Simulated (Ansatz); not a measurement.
**H$_{2}$···CH$_{3}$I (SMILES [H][H].CI): density, localisation and related maps**

Input file:

```
crystal:
  periodic: [false, false, false]
  atoms:
    - {symbol: H, position_ang: [0.307300, 0.161385, -2.705284]}
    - {symbol: H, position_ang: [0.133184, -0.430484, -2.283256]}
    - {symbol: C, position_ang: [-0.337317, 0.455545, 4.373851]}
    - {symbol: I, position_ang: [-0.766598, -1.607981, 4.076161]}
    - {symbol: H, position_ang: [-1.207987, 0.909994, 4.836251]}
    - {symbol: H, position_ang: [0.531125, 0.521405, 5.021827]}
    - {symbol: H, position_ang: [-0.135881, 0.892271, 3.400366]}
basis:
  gaussian: {orbitals: "def2-TZVPPD.json"}
hamiltonian: {xc: pbe0, dispersion: d4}
output: {orbitals: {seedname: orbitals}}
```

Run with:

```sh
ansatz run in.yaml --threads 2 --pin off --events-out ev --progress --plain --max-ram 5222MiB
```

Geometry: rigid move from PBE0-D4/def2-TZVP; core potentials replace the inner electrons of I.

Theory: RKS PBE0-D4/def2-TZVPPD (Ansatz 0.2.0).

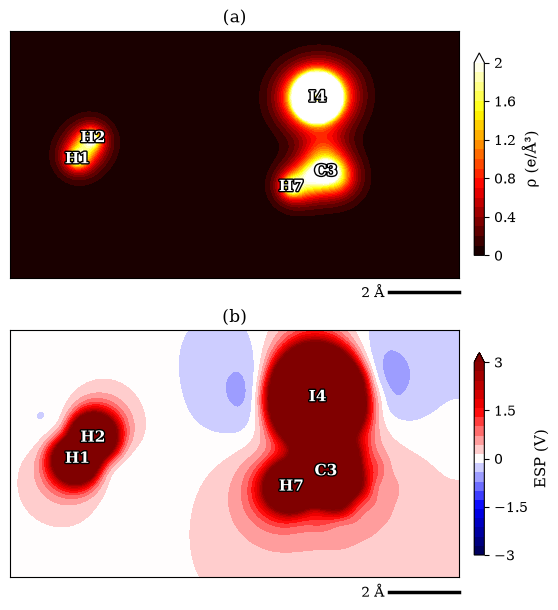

Figure 1. (a) electron density; (b) electrostatic potential on the plane of atoms I4, C3 and H7.

### What do the fields say about this system?

Atoms in the plane: H, C and I. C–I (2.13 Å): ρ is about 0.84 e/Å³ halfway. H–H (0.75 Å): ρ at the midpoint is about 1.8 e/Å³. C–H (1.09 Å): ρ at the midpoint is about 2.1 e/Å³. Outside the dense part of the complex the potential is most negative (−0.5 V) near I4.

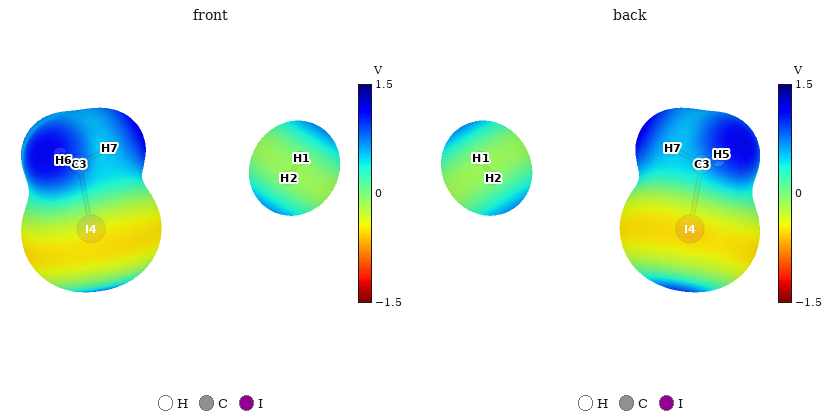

Figure 2. The electrostatic potential painted on the density surface at 0.002 e/bohr³, seen from the front and from behind; red is negative and blue positive.

### Where is the surface potential most negative and most positive?

The most negative region (about −0.5 V) lies over I4, the most positive (about +1.2 V) over H5, H6 and H7. I4 shows a σ-hole: about +0.9 V at the tip opposite its bond, against about −0.5 V on its flanks.
